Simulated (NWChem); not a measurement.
## Energy and gradient calculation, with input and output: C₃H₆ (part 2 of 2)

C₃H₆, SMILES C=CC; MP2/cc-pVDZ, RHF (NWChem 7.3.0). The geometry comes from this level: PBE0-D4/def2-TZVP.

Geometry of the input (Å):
```
C  -1.1294  0.5541  -0.5802
C  0.1576  0.2663  -0.4474
C  0.7449  -0.5436  0.6564
H  -1.8648  0.2027  0.1374
H  -1.4955  1.1498  -1.4082
H  0.8570  0.6415  -1.1923
H  1.2616  -1.4253  0.2643
H  1.4904  0.0334  1.2128
H  -0.0219  -0.8791  1.3573
```

## The program's output, continued
```
 Vector   10  Occ=2.000000D+00  E=-5.207196D-01
              MO Center=  2.8D-01, -2.6D-01,  3.3D-01, r^2= 2.7D+00
   Bfn.  Coefficient  Atom+Function         Bfn.  Coefficient  Atom+Function
  ----- ------------  ---------------      ----- ------------  ---------------
    32      0.358421  3 C  px                68     -0.267922  9 H  s
    18     -0.225869  2 C  px                58      0.188249  7 H  s
    63      0.188516  8 H  s                  4      0.182856  1 C  px
    35      0.171635  3 C  px                48     -0.169855  5 H  s

 Vector   11  Occ=2.000000D+00  E=-4.872991D-01
              MO Center= -2.2D-01,  2.4D-01, -3.1D-01, r^2= 2.7D+00
   Bfn.  Coefficient  Atom+Function         Bfn.  Coefficient  Atom+Function
  ----- ------------  ---------------      ----- ------------  ---------------
    53     -0.274325  6 H  s                 20      0.263526  2 C  pz
    34     -0.229674  3 C  pz                43     -0.221976  4 H  s
    48      0.209875  5 H  s                  6     -0.201022  1 C  pz
    19     -0.160335  2 C  py                68     -0.155077  9 H  s
    33      0.153707  3 C  py

 Vector   12  Occ=2.000000D+00  E=-3.576914D-01
              MO Center= -4.1D-01,  3.4D-01, -4.2D-01, r^2= 1.9D+00
   Bfn.  Coefficient  Atom+Function         Bfn.  Coefficient  Atom+Function
  ----- ------------  ---------------      ----- ------------  ---------------
     5      0.320470  1 C  py                19      0.296481  2 C  py
     8      0.253637  1 C  py                22      0.232087  2 C  py
     6      0.208331  1 C  pz                20      0.192917  2 C  pz
     9      0.164883  1 C  pz                23      0.151010  2 C  pz

 Vector   13  Occ=0.000000D+00  E= 1.803908D-01
              MO Center= -3.8D-01,  3.4D-01, -4.2D-01, r^2= 2.8D+00
   Bfn.  Coefficient  Atom+Function         Bfn.  Coefficient  Atom+Function
  ----- ------------  ---------------      ----- ------------  ---------------
    22     -0.631802  2 C  py                 8      0.620721  1 C  py
    23     -0.410979  2 C  pz                 9      0.403405  1 C  pz
    59     -0.315095  7 H  s                 64      0.314653  8 H  s
    19     -0.304642  2 C  py                 5      0.271689  1 C  py
    20     -0.198209  2 C  pz                 6      0.176606  1 C  pz

 Vector   14  Occ=0.000000D+00  E= 1.943725D-01
              MO Center=  6.4D-01, -2.0D-01,  1.5D-01, r^2= 6.6D+00
   Bfn.  Coefficient  Atom+Function         Bfn.  Coefficient  Atom+Function
  ----- ------------  ---------------      ----- ------------  ---------------
    31      1.775617  3 C  s                 59     -0.879335  7 H  s
    64     -0.879535  8 H  s                 54     -0.858452  6 H  s
     3      0.765451  1 C  s                 17      0.643663  2 C  s
    69     -0.632888  9 H  s                 49     -0.581015  5 H  s
    44     -0.440791  4 H  s                 23     -0.387016  2 C  pz

 Vector   15  Occ=0.000000D+00  E= 2.216831D-01
              MO Center= -2.9D-01,  1.1D-01, -9.8D-02, r^2= 6.7D+00
   Bfn.  Coefficient  Atom+Function         Bfn.  Coefficient  Atom+Function
  ----- ------------  ---------------      ----- ------------  ---------------
    54      1.372833  6 H  s                 69     -1.154887  9 H  s
    44     -1.096356  4 H  s                 31      0.858197  3 C  s
    17     -0.847304  2 C  s                 49      0.661561  5 H  s
     9      0.556166  1 C  pz                21     -0.426788  2 C  px
     8     -0.320507  1 C  py                35     -0.320291  3 C  px

 Vector   16  Occ=0.000000D+00  E= 2.334045D-01
              MO Center= -8.0D-01,  3.7D-01, -3.8D-01, r^2= 7.6D+00
   Bfn.  Coefficient  Atom+Function         Bfn.  Coefficient  Atom+Function
  ----- ------------  ---------------      ----- ------------  ---------------
     3      1.789473  1 C  s                 49     -1.313280  5 H  s
    31     -1.202667  3 C  s                 44     -1.132013  4 H  s
    59      0.797113  7 H  s                 64      0.797376  8 H  s
     7     -0.536302  1 C  px                35     -0.482890  3 C  px
    21      0.268757  2 C  px                17      0.252919  2 C  s

 Vector   17  Occ=0.000000D+00  E= 2.674909D-01
              MO Center=  1.5D+00, -6.4D-01,  6.3D-01, r^2= 4.3D+00
   Bfn.  Coefficient  Atom+Function         Bfn.  Coefficient  Atom+Function
  ----- ------------  ---------------      ----- ------------  ---------------
    59      1.822919  7 H  s                 64     -1.821664  8 H  s
    36      1.245446  3 C  py                37      0.810155  3 C  pz
    22     -0.363631  2 C  py                33      0.251664  3 C  py
    23     -0.237182  2 C  pz                35      0.194724  3 C  px
    34      0.163750  3 C  pz                 8      0.158843  1 C  py

 Vector   18  Occ=0.000000D+00  E= 2.760320D-01
              MO Center=  2.1D-01,  4.2D-01, -7.0D-01, r^2= 7.4D+00
   Bfn.  Coefficient  Atom+Function         Bfn.  Coefficient  Atom+Function
  ----- ------------  ---------------      ----- ------------  ---------------
    54      1.744527  6 H  s                 49     -1.465014  5 H  s
    17     -1.349300  2 C  s                 69      1.084743  9 H  s
    35      0.836558  3 C  px                 9     -0.818923  1 C  pz
    23      0.794186  2 C  pz                59     -0.747430  7 H  s
    64     -0.750039  8 H  s                  3      0.683090  1 C  s

 Vector   19  Occ=0.000000D+00  E= 2.934263D-01
              MO Center= -9.8D-01, -1.8D-01,  5.1D-01, r^2= 6.3D+00
   Bfn.  Coefficient  Atom+Function         Bfn.  Coefficient  Atom+Function
  ----- ------------  ---------------      ----- ------------  ---------------
    44      1.713856  4 H  s                 69     -1.694790  9 H  s
    49     -1.219886  5 H  s                  9     -0.973132  1 C  pz
    35     -0.957702  3 C  px                 8      0.595903  1 C  py
    59      0.582797  7 H  s                 64      0.582080  8 H  s
    31      0.485770  3 C  s                  3     -0.448219  1 C  s

 Vector   20  Occ=0.000000D+00  E= 4.045435D-01
              MO Center=  2.0D-01, -2.5D-01,  3.4D-01, r^2= 5.3D+00
   Bfn.  Coefficient  Atom+Function         Bfn.  Coefficient  Atom+Function
  ----- ------------  ---------------      ----- ------------  ---------------
    17      3.565415  2 C  s                 31     -2.073818  3 C  s
    23      1.995743  2 C  pz                37      1.601551  3 C  pz
     3     -1.479350  1 C  s                 35      1.282306  3 C  px
    36     -1.242418  3 C  py                54      1.222861  6 H  s
    22     -1.194095  2 C  py                 9     -1.054803  1 C  pz

 Vector   21  Occ=0.000000D+00  E= 5.118675D-01
              MO Center= -7.8D-01,  3.3D-01, -3.3D-01, r^2= 4.8D+00
   Bfn.  Coefficient  Atom+Function         Bfn.  Coefficient  Atom+Function
  ----- ------------  ---------------      ----- ------------  ---------------
     3      3.792225  1 C  s                 21      3.657572  2 C  px
     7      3.567487  1 C  px                17     -2.961656  2 C  s
    22     -1.292907  2 C  py                37      1.287685  3 C  pz
    69     -1.223227  9 H  s                 44      1.203225  4 H  s
    23      1.107757  2 C  pz                31     -0.996107  3 C  s

 Vector   22  Occ=0.000000D+00  E= 5.802614D-01
              MO Center=  1.5D-01, -2.1D-02, -3.8D-03, r^2= 4.0D+00
   Bfn.  Coefficient  Atom+Function         Bfn.  Coefficient  Atom+Function
  ----- ------------  ---------------      ----- ------------  ---------------
    21      0.643899  2 C  px                68      0.607757  9 H  s
     7     -0.525259  1 C  px                31     -0.423845  3 C  s
    35      0.328380  3 C  px                 4      0.311391  1 C  px
    37     -0.311356  3 C  pz                23      0.302898  2 C  pz
    22     -0.297775  2 C  py                 3      0.264485  1 C  s

 center of mass
 --------------
 x =  -0.11209856 y =   0.13673676 z =  -0.18337715

 moments of inertia (a.u.)
 ------------------
         109.106031564632          53.520106081760         -55.725793575085
          53.520106081760         180.456665959284          47.102820886436
         -55.725793575085          47.102820886436         160.463532244882

  Mulliken analysis of the total density
  --------------------------------------

    Atom       Charge   Shell Charges
 -----------   ------   -------------------------------------------------------
    1 C    6     6.04   2.00  0.65  0.40  1.98  0.94  0.06
    2 C    6     6.19   2.00  0.66  0.52  1.98  0.93  0.09
    3 C    6     5.99   2.00  0.65  0.35  2.04  0.88  0.06
    4 H    1     0.97   0.75  0.18  0.03
    5 H    1     0.96   0.75  0.17  0.03
    6 H    1     0.98   0.76  0.19  0.03
    7 H    1     0.96   0.75  0.18  0.03
    8 H    1     0.96   0.75  0.18  0.03
    9 H    1     0.97   0.75  0.18  0.03

       Multipole analysis of the density wrt the origin
       ------------------------------------------------

     L   x y z        total         open         nuclear
     -   - - -        -----         ----         -------
     0   0 0 0     -0.000000      0.000000     24.000000

     1   1 0 0      0.128998      0.000000     -2.144083
     1   0 1 0     -0.052804      0.000000      2.615003
     1   0 0 1      0.050173      0.000000     -3.507142

     2   2 0 0    -14.148380      0.000000     76.397219
     2   1 1 0     -0.141448      0.000000    -32.887495
     2   1 0 1     -0.296362      0.000000     33.502053
     2   0 2 0    -15.720686      0.000000     30.785156
     2   0 1 1     -0.829850      0.000000    -30.962065
     2   0 0 2    -14.935494      0.000000     45.039854

                   NWChem MP2 Semi-direct Energy/Gradient Module
                   ---------------------------------------------

  Basis functions       =     72
  Molecular orbitals    =     72
  Frozen core           =      3
  Frozen virtuals       =      0
  Active alpha occupied =      9
  Active beta occupied  =      9
  Active alpha virtual  =     60
  Active beta virtual   =     60
  Use MO symmetry       = F
  Use skeleton AO sym   = F

  AO/Fock/Back tols     =   1.0D-11  1.0D-11  1.0D-11

 GA uses MA = F    GA memory limited = T

 Available:
  local mem=  1.26D+08
 global mem=  1.44D+08
 local disk=  0.00D+00
   1 passes of   9:        5242880                     196598                   6551085.
   1 passes of   9: M    126152428           G      144150922           F     120909548.

 Semi-direct pass number   1 of   1  for RHF alpha+beta  at       10.1s
 Done moints_semi at       11.5s
 Done maket at       11.6s
 Done pijab at       11.6s
 Done wijab at       11.6s
 Done lai at       11.7s
 Done nonsep at       15.7s
 Done multipass loop at       15.7s

          -------------------------------------------
          SCF energy                -117.082346907631
          Correlation energy          -0.416942087948
          Singlet pairs               -0.276037952591
          Triplet pairs               -0.140904135357
          Total MP2 energy          -117.499288995579
          -------------------------------------------

          ---------------------------------------------------
                    Spin Component Scaled (SCS) MP2
          Same spin pairs                     -0.093936090238
          Same spin scaling factor             0.333333333333
          Opposite spin pairs                 -0.323005997710
          Opposite spin scaling fact.          1.200000000000
          SCS-MP2 correlation energy          -0.418919227332
          Total SCS-MP2 energy              -117.501266134962
          ---------------------------------------------------

 Start laifock at       15.7s
 Done laifock at       16.3s
                                NWChem CPHF Module
                                ------------------

    scftype = RHF
    nclosed =   12
      nopen =    0
  variables =      720
  tolerance =   1.0D-06
  max. iter =  100

 SCF residual:    4.0547823466972702E-010

            ----- linear solve (tol: 1.0E-06 prod-acc: 3.7E-14) -----

               iter nbas    rnorm     rnorm-scal   ratio     time
               ---- ---- ----------- ----------- --------- -------
                  1    1  2.0990E-02  2.1262E-01    0.0000    17.4
                  2    2  4.7534E-03  4.8150E-02    0.2265    18.0
                  3    3  1.4177E-03  1.4361E-02    0.2983    18.5
                  4    4  3.9995E-04  4.0514E-03    0.2821    19.0
                  5    5  1.4192E-04  1.4376E-03    0.3549    19.5
                  6    6  3.7855E-05  3.8346E-04    0.2667    20.0
                  7    7  1.0266E-05  1.0399E-04    0.2712    20.5
                  8    8  2.5686E-06  2.6019E-05    0.2502    21.0
                  9    9  6.0302E-07  6.1084E-06    0.2348    21.5
                 10   10  1.1366E-07  1.1514E-06    0.1885    22.0
                 11   11  2.1534E-08  2.1813E-07    0.1894    22.4

 CPHF converged to   2.2D-07 in   11 iters

 Start make_tot_dens at       22.4s
 Done make_tot_dens at       22.4s
                Dipole Moments (a.u.)
                --------------
         Nuclear       SCF       SCF+MP2
       ----------- ----------- -----------
 X      -2.144083    0.128998    0.109327
 Y       2.615003   -0.052804   -0.045997
 Z      -3.507142    0.050173    0.044443

 MP2 RHF      natural orbital occupation numbers

              1
    1    2.0000
    2    2.0000
    3    2.0000
    4    1.9841
    5    1.9803
    6    1.9733
    7    1.9697
    8    1.9681
    9    1.9675
   10    1.9644
   11    1.9588
   12    1.9381
   13    0.0460
   14    0.0218
   15    0.0201
   16    0.0170
   17    0.0168
   18    0.0165
   19    0.0157
   20    0.0140
   21    0.0130
   22    0.0103
   23    0.0103
   24    0.0098
   25    0.0082
   26    0.0080
   27    0.0072
   28    0.0068
   29    0.0059
   30    0.0051
   31    0.0046
   32    0.0034
   33    0.0031
   34    0.0030
   35    0.0025
   36    0.0022
   37    0.0021
   38    0.0017
   39    0.0016
   40    0.0014
   41    0.0013
   42    0.0013
   43    0.0012
   44    0.0011
   45    0.0011
   46    0.0010
   47    0.0010
   48    0.0009
   49    0.0008
   50    0.0008
   51    0.0007
   52    0.0006
   53    0.0006
   54    0.0006
   55    0.0005
   56    0.0005
   57    0.0005
   58    0.0004
   59    0.0004
   60    0.0004
   61    0.0003
   62    0.0003
   63    0.0003
   64    0.0003
   65    0.0001
   66    0.0001
   67    0.0001
   68    0.0001
   69    0.0001
   70    0.0001
   71    0.0001
   72    0.0001

  MP2 natural orbitals output to ./c3h6.mp2nos

                         mp2 ENERGY GRADIENTS

    atom               coordinates                        gradient
                 x          y          z           x          y          z
   1 C      -2.134257   1.047097  -1.096419    0.019237  -0.004011   0.001529
   2 C       0.297821   0.503234  -0.845463   -0.018176   0.003016  -0.000270
   3 C       1.407657  -1.027255   1.240416   -0.001606   0.001289  -0.001690
   4 H      -3.523961   0.383047   0.259648    0.004884   0.002569  -0.005105
   5 H      -2.826085   2.172807  -2.661112    0.002353  -0.004272   0.005989
   6 H       1.619495   1.212259  -2.253120   -0.004718  -0.002756   0.005398
   7 H       2.384078  -2.693426   0.499455   -0.002861   0.005479   0.002340
   8 H       2.816448   0.063117   2.291860   -0.004246  -0.003542  -0.003527
   9 H      -0.041385  -1.661258   2.564925    0.005132   0.002228  -0.004663

                 ----------------------------------------
                 |  Time  |  1-e(secs)   |  2-e(secs)   |
                 ----------------------------------------
                 |  CPU   |       0.01   |       1.48   |
                 ----------------------------------------
                 |  WALL  |       0.01   |       1.48   |
                 ----------------------------------------
 -----------------------
 Task  times  cpu:       24.5s     wall:       24.5s
 Total times  cpu:       24.6s     wall:       24.6s
```

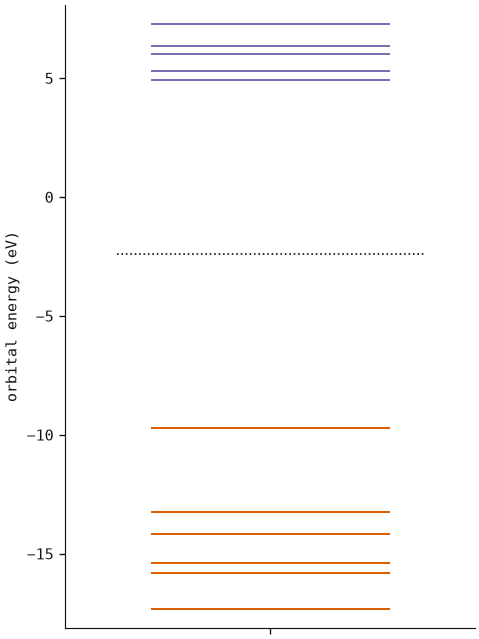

*Orbital energies near the frontier (SCF reference); the dotted line parts filled from empty levels, and levels within 0.02 eV of each other stand side by side.*

Highest filled −9.73 eV, lowest empty 4.91 eV, 14.64 eV apart.

## Key numbers

| quantity | value |
| --- | --- |
| outcome | converged |
| total energy | −117.499289 hartree |
| SCF energy | −117.082347 hartree |
| correlation energy | −0.416942 hartree |
| basis functions | 72 |
| largest force | 1.014 eV/Å |
| HOMO of the SCF reference | −9.73 eV |
| LUMO of the SCF reference | 4.91 eV |
| wall time | 25 s |
| peak memory | 0.17 GiB |
